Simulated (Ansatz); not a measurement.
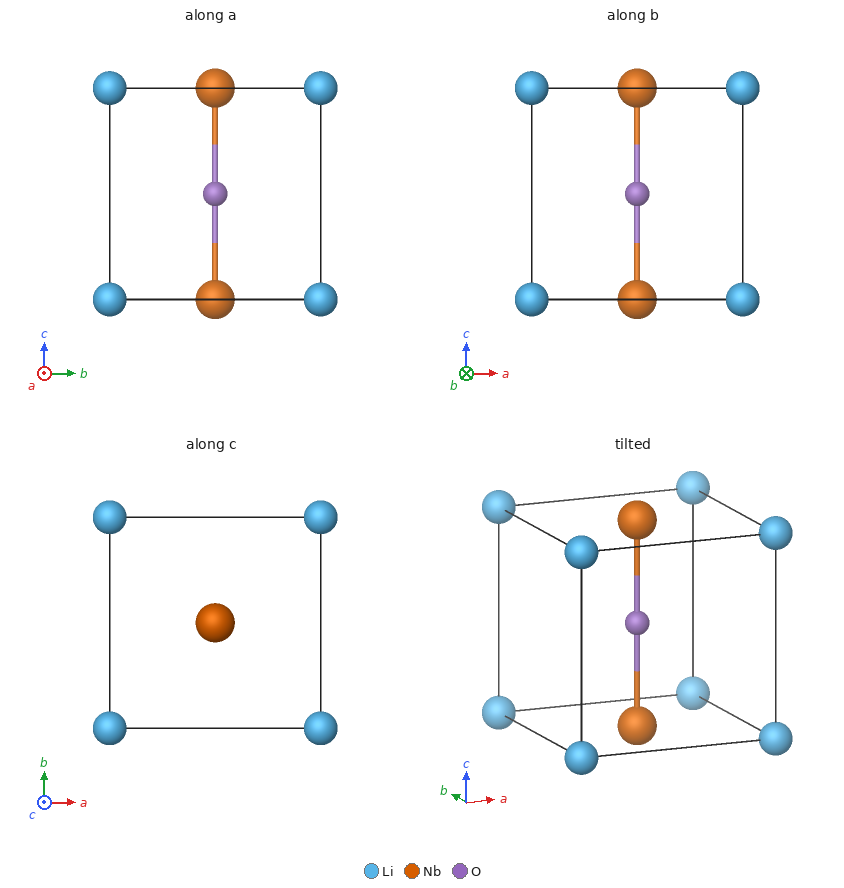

We look at a ball-and-stick model of the crystal along the a axis, along the b axis, along the c axis and slightly off an axis. The conventional unit cell is outlined; an atom on or near a face, edge or corner is repeated at each equivalent position.

Lattice parameters: a = 3.8660 Å, b = 3.8660 Å, c = 3.8738 Å, α = 90.000°, β = 90.000°, γ = 90.000°.

From the views, write a CIF with its space group and independent sites.

```cif
data_structure
_symmetry_space_group_name_H-M 'P 4/m m m'
_symmetry_Int_Tables_number 123
_cell_length_a 3.8660
_cell_length_b 3.8660
_cell_length_c 3.8738
_cell_angle_alpha 90.000
_cell_angle_beta 90.000
_cell_angle_gamma 90.000
_cell_volume 57.90
loop_
_atom_site_label
_atom_site_type_symbol
_atom_site_symmetry_multiplicity
_atom_site_Wyckoff_symbol
_atom_site_fract_x
_atom_site_fract_y
_atom_site_fract_z
_atom_site_occupancy
Li1 Li 1 a 0.0000 0.0000 0.0000 1
Nb1 Nb 1 c 0.5000 0.5000 0.0000 1
O1 O 1 d 0.5000 0.5000 0.5000 1
```

The model was built from a structure type filled with these elements by a generator (whether the compound takes this form wasn't checked). Earlier steps of the study may have refined or changed the cell and positions. A calculation with Ansatz used it as input.
